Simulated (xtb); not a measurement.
Geometry relaxation of InCl$_{3}$ (part 2 of 2)

The same run, continued: InCl$_{3}$, SMILES [Cl][In]([Cl])[Cl]; GFN2-xTB (xtb 6.7.1 later snapshot). The geometry comes from this level: PBE0-D4/def2-TZVP.

Geometry of the input (Å):
```
Cl -0.2029  0.5215  2.2136
In 0.0144  -0.0148  -0.0053
Cl 1.0159  -1.9852  -0.6153
Cl -0.7720  1.4183  -1.6132
```

**What the program printed, continued**
```
 iter      E             dE          RMSdq      gap      omega  full diag
   1    -15.0284076 -0.150284E+02  0.314E-03    3.10       0.0  T
   2    -15.0284076 -0.793078E-09  0.158E-03    3.10      31.7  T
   3    -15.0284076 -0.117845E-09  0.484E-04    3.10     103.4  T
   4    -15.0284076 -0.957101E-11  0.196E-04    3.10     255.1  T
     SCC iter.                  ...        0 min,  0.002 sec
     gradient                   ...        0 min,  0.003 sec
 * total energy  :   -15.0205419 Eh     change       -0.7016780E-08 Eh
   gradient norm :     0.0000002 Eh/α   predicted    -0.4655163E-08 ( -33.66%)
   displ. norm   :     0.0000249 α      lambda        0.1634232E-08
   maximum displ.:     0.0000212 α      in ANC's #2, #3, #1, ...

   *** GEOMETRY OPTIMIZATION CONVERGED AFTER 5 ITERATIONS ***

------------------------------------------------------------------------
 total energy gain   :        -0.0000054 Eh       -0.0034 kcal/mol
 total RMSD          :         0.0053146 a0        0.0028 Å
 total power (kW/mol):        -0.0028135 (step)   -0.4286 (real)
------------------------------------------------------------------------

 ANCopt (total)                0 d,  0 h,  0 min,  0.033 sec
 optimizer setup                ...        0 min,  0.000 sec (  0.355%)
 model hessian                  ...        0 min,  0.000 sec (  0.135%)
 ANC generation                 ...        0 min,  0.000 sec (  0.158%)
 coordinate transformation      ...        0 min,  0.000 sec (  0.165%)
 single point calculation       ...        0 min,  0.032 sec ( 96.203%)
 optimization log               ...        0 min,  0.000 sec (  1.326%)
 hessian update                 ...        0 min,  0.000 sec (  0.072%)
 rational function              ...        0 min,  0.000 sec (  0.815%)

================
 final structure:
================
4
 xtb: 6.7.1
Cl          -0.20305414515596        0.52240953753269        2.21680498013904
In           0.01385129311639       -0.01504946512813       -0.00505259612622
Cl           1.01743078615036       -1.98777669885625       -0.61639798623245
Cl          -0.77282793411079        1.42021662645168       -1.61555439778037

 Bond Distances (Angstroems)
 ---------------------------
Cl1-In2=2.2962       In2-Cl1=2.2962       In2-Cl3=2.2962       In2-Cl4=2.2962       Cl3-In2=2.2962       Cl4-In2=2.2962
 In Cl Rav=2.2962 sigma=0.0000  Rmin=2.2962  Rmax=2.2962     3

 selected bond angles (degree)
 --------------------
Cl3-In2-Cl1=120.00             Cl4-In2-Cl1=120.00             Cl4-In2-Cl3=120.00

 selected dihedral angles (degree)
 ---------------------------------

           -------------------------------------------------
          |                Final Singlepoint                |
           -------------------------------------------------

          ...................................................
          :                      SETUP                      :
          :.................................................:
          :  # basis functions                  40          :
          :  # atomic orbitals                  36          :
          :  # shells                           12          :
          :  # electrons                        24          :
          :  max. iterations                   250          :
          :  Hamiltonian                  GFN2-xTB          :
          :  restarted?                      false          :
          :  GBSA solvation                  false          :
          :  PC potential                    false          :
          :  electronic temp.          300.0000000     K    :
          :  accuracy                    1.0000000          :
          :  -> integral cutoff          0.2500000E+02      :
          :  -> integral neglect         0.1000000E-07      :
          :  -> SCF convergence          0.1000000E-05 Eh   :
          :  -> wf. convergence          0.1000000E-03 e    :
          :  Broyden damping             0.4000000          :
          :  net charge                          0          :
          :  unpaired electrons                  0          :
          ...................................................

 iter      E             dE          RMSdq      gap      omega  full diag
   1    -15.0284076 -0.150284E+02  0.540E-05    3.10       0.0  T
   2    -15.0284076 -0.101785E-11  0.427E-05    3.10    1171.5  T
   3    -15.0284076 -0.161826E-11  0.156E-05    3.10    3215.4  T

   *** convergence criteria satisfied after 3 iterations ***

         #    Occupation            Energy/Eh            Energy/eV
      -------------------------------------------------------------
         1        2.0000           -1.0720060             -29.1708
       ...           ...                  ...                  ...
         6        2.0000           -0.4769751             -12.9792
         7        2.0000           -0.4620775             -12.5738
         8        2.0000           -0.4597545             -12.5106
         9        2.0000           -0.4597544             -12.5106
        10        2.0000           -0.4549971             -12.3811
        11        2.0000           -0.4549970             -12.3811
        12        2.0000           -0.4499562             -12.2439 (HOMO)
        13                         -0.3359228              -9.1409 (LUMO)
        14                         -0.1678382              -4.5671
        15                         -0.0292419              -0.7957
        16                         -0.0292412              -0.7957
        17                         -0.0120035              -0.3266
       ...                                ...                  ...
        36                          0.8691282              23.6502
      -------------------------------------------------------------
                  HL-Gap            0.1140334 Eh            3.1030 eV
             Fermi-level           -0.3929395 Eh          -10.6924 eV

 SCC (total)                   0 d,  0 h,  0 min,  0.005 sec
 SCC setup                      ...        0 min,  0.000 sec (  1.211%)
 Dispersion                     ...        0 min,  0.000 sec (  0.263%)
 classical contributions        ...        0 min,  0.000 sec (  0.124%)
 integral evaluation            ...        0 min,  0.001 sec ( 24.763%)
 iterations                     ...        0 min,  0.001 sec ( 26.704%)
 molecular gradient             ...        0 min,  0.002 sec ( 44.843%)
 printout                       ...        0 min,  0.000 sec (  1.719%)

         :::::::::::::::::::::::::::::::::::::::::::::::::::::
         ::                     SUMMARY                     ::
         :::::::::::::::::::::::::::::::::::::::::::::::::::::
         :: total energy             -15.020541932092 Eh    ::
         :: gradient norm              0.000000350908 Eh/a0 ::
         :: HOMO-LUMO gap              3.103007064861 eV    ::
         ::.................................................::
         :: SCC energy               -15.028404998022 Eh    ::
         :: -> isotropic ES            0.014767025836 Eh    ::
         :: -> anisotropic ES          0.001783669766 Eh    ::
         :: -> anisotropic XC          0.000023315159 Eh    ::
         :: -> dispersion             -0.003691625601 Eh    ::
         :: repulsion energy           0.007863065929 Eh    ::
         :: add. restraining           0.000000000000 Eh    ::
         :: total charge              -0.000000000000 e     ::
         :::::::::::::::::::::::::::::::::::::::::::::::::::::

           -------------------------------------------------
          |                Property Printout                |
           -------------------------------------------------

    * Orbital Energies and Occupations

         #    Occupation            Energy/Eh            Energy/eV
      -------------------------------------------------------------
         1        2.0000           -1.0720060             -29.1708
         2        2.0000           -1.0720060             -29.1708
         3        2.0000           -1.0702616             -29.1233
         4        2.0000           -0.5959985             -16.2179
         5        2.0000           -0.4769752             -12.9792
         6        2.0000           -0.4769751             -12.9792
         7        2.0000           -0.4620775             -12.5738
         8        2.0000           -0.4597545             -12.5106
         9        2.0000           -0.4597544             -12.5106
        10        2.0000           -0.4549971             -12.3811
        11        2.0000           -0.4549970             -12.3811
        12        2.0000           -0.4499562             -12.2439 (HOMO)
        13                         -0.3359228              -9.1409 (LUMO)
        14                         -0.1678382              -4.5671
        15                         -0.0292419              -0.7957
        16                         -0.0292412              -0.7957
        17                         -0.0120035              -0.3266
        18                         -0.0120032              -0.3266
        19                         -0.0011939              -0.0325
        20                         -0.0011939              -0.0325
        21                         -0.0006891              -0.0188
        22                          0.0002538               0.0069
        23                          0.0002538               0.0069
       ...                                ...                  ...
        36                          0.8691282              23.6502
      -------------------------------------------------------------
                  HL-Gap            0.1140334 Eh            3.1030 eV
             Fermi-level           -0.3929395 Eh          -10.6924 eV

     #   Z          covCN         q      C6AA      α(0)
     1  17          0.787    -0.070   101.210    15.390
     2  49          2.362     0.211   291.990    33.681
     3  17          0.787    -0.070   101.210    15.390
     4  17          0.787    -0.070   101.210    15.390

 Mol. C6AA /au·bohr⁶  :       2212.131139
 Mol. C8AA /au·bohr⁸  :     160459.229416
 Mol. α(0) /au        :         79.849979

Wiberg/Mayer (AO) data.
largest (>0.10) Wiberg bond orders for each atom

 ---------------------------------------------------------------------------
     #   Z sym  total        # sym  WBO       # sym  WBO       # sym  WBO
 ---------------------------------------------------------------------------
     1  17      1.464 --     2      1.080     4      0.192     3      0.192
     2  49      3.239 --     1      1.080     4      1.080     3      1.080
     3  17      1.464 --     2      1.080     4      0.192     1      0.192
     4  17      1.464 --     2      1.080     3      0.192     1      0.192
 ---------------------------------------------------------------------------

Topologies differ in total number of bonds
Writing topology from bond orders to xtbtopo.mol

molecular dipole:
                 x           y           z       tot (Debye)
 q only:        0.000       0.000      -0.000
   full:        0.000       0.000      -0.000       0.000
molecular quadrupole (traceless):
                xx          xy          yy          xz          yz          zz
 q only:        1.357       1.216      -0.365      -0.065      -0.033      -0.992
  q+dip:        0.676       0.606      -0.182      -0.032      -0.017      -0.494
   full:        3.269       2.929      -0.879      -0.156      -0.081      -2.390

           -------------------------------------------------
          |                Geometry Summary                 |
           -------------------------------------------------

      molecular mass/u    :      221.1768994
   center of mass at/Å    :        0.0138505      -0.0150498      -0.0050509
  moments of inertia/u·Å² :        0.2803909E+03   0.2803931E+03   0.5607840E+03
rotational constants/cm⁻¹ :        0.6012190E-01   0.6012143E-01   0.3006083E-01

 * 3 selected distances

     #   Z          #   Z                                           value/Å
     1  17          2  49                                         2.2962060 (min)
     2  49          3  17                                         2.2962075
     2  49          4  17                                         2.2962077 (max)

 * 1 distinct bonds (by element types)

   Z      Z             #   av. dist./Å        max./Å        min./Å
  17 Cl  49 In          3     2.2962071     2.2962077     2.2962060

optimized geometry written to: xtbopt.xyz

           -------------------------------------------------
          | TOTAL ENERGY              -15.020541932092 Eh   |
          | GRADIENT NORM               0.000000350908 Eh/α |
          | HOMO-LUMO GAP               3.103007064861 eV   |
           -------------------------------------------------

------------------------------------------------------------------------
------------------------------------------------------------------------
 total:
 *  cpu-time:     0 d,  0 h,  0 min,  0.053 sec
 * ratio c/w:     0.833 speedup
 SCF:
 *  cpu-time:     0 d,  0 h,  0 min,  0.008 sec
 * ratio c/w:     0.582 speedup
 ANC optimizer:
 *  cpu-time:     0 d,  0 h,  0 min,  0.034 sec
 * ratio c/w:     0.884 speedup
```

**File xtbopt.xyz**
```
4
 energy: -15.020541932092 gnorm: 0.000000350908 xtb: 6.7.1
Cl          -0.20305414515596        0.52240953753269        2.21680498013904
In           0.01385129311639       -0.01504946512813       -0.00505259612622
Cl           1.01743078615036       -1.98777669885625       -0.61639798623245
Cl          -0.77282793411079        1.42021662645168       -1.61555439778037
```

**Trajectory as extended XYZ (Å, eV, eV/Å), 5 frames, from step=0 to step=4**
```
4
Properties=species:S:1:pos:R:3 step=0 energy=-408.72962
Cl   -0.2029    0.5215    2.2136
In    0.0144   -0.0148   -0.0053
Cl    1.0159   -1.9852   -0.6153
Cl   -0.7720    1.4183   -1.6132
4
Properties=species:S:1:pos:R:3 step=1 energy=-408.72955
Cl   -0.2031    0.5235    2.2206
In    0.0130   -0.0155   -0.0048
Cl    1.0194   -1.9910   -0.6176
Cl   -0.7738    1.4227   -1.6184
4
Properties=species:S:1:pos:R:3 step=2 energy=-408.72977
Cl   -0.2031    0.5224    2.2169
In    0.0141   -0.0149   -0.0051
Cl    1.0174   -1.9878   -0.6164
Cl   -0.7729    1.4202   -1.6156
4
Properties=species:S:1:pos:R:3 step=3 energy=-408.72977
Cl   -0.2029    0.5225    2.2168
In    0.0135   -0.0152   -0.0050
Cl    1.0175   -1.9877   -0.6164
Cl   -0.7727    1.4203   -1.6156
4
Properties=species:S:1:pos:R:3 step=4 energy=-408.72977
Cl   -0.2031    0.5224    2.2168
In    0.0138   -0.0150   -0.0050
Cl    1.0174   -1.9878   -0.6164
Cl   -0.7728    1.4202   -1.6156
```

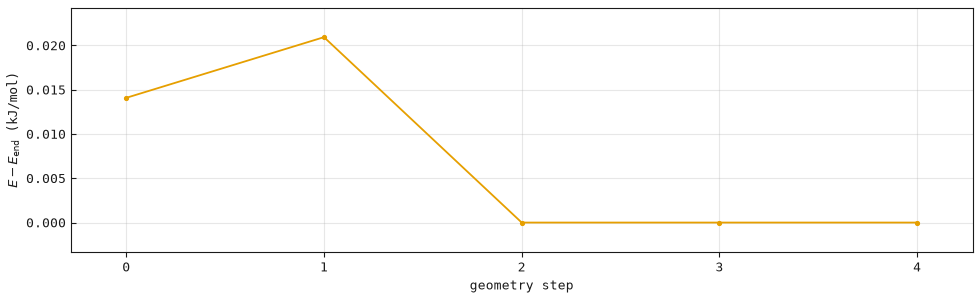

Fig. 1: Progress of the relaxation, step by step (steps are counted from 0). Over 4 geometry steps the energy falls by 0.01 kJ/mol. No atom moves by more than 0.005 Å after the best rigid fit.

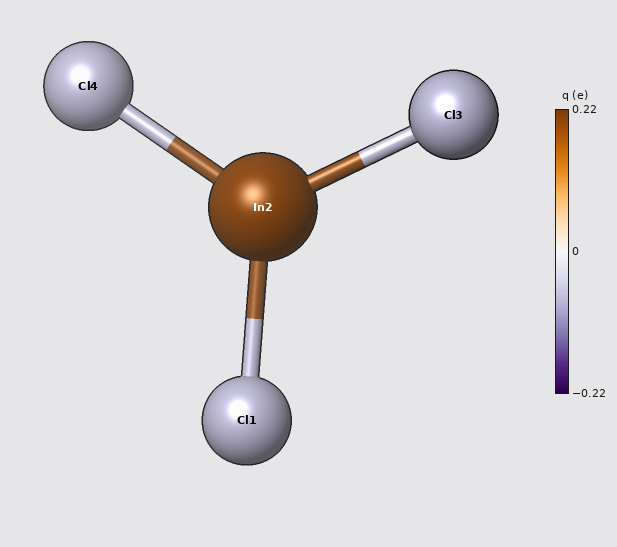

Fig. 2: Mulliken charges, as the colour of each atom (ball-and-stick view, seen at a tilt; atoms are numbered from 1 in the order of the input). By element: Cl −0.07 and In +0.21 e.

**Key numbers**

- outcome: converged
- electrons treated: 24
- total energy: −15.020542 hartree
- dispersion energy: −0.003692 hartree
- basis functions: 40
- HOMO: −12.24 eV
- LUMO: −9.14 eV
- dipole moment: 0.00 D
- peak memory: 0.077 GiB
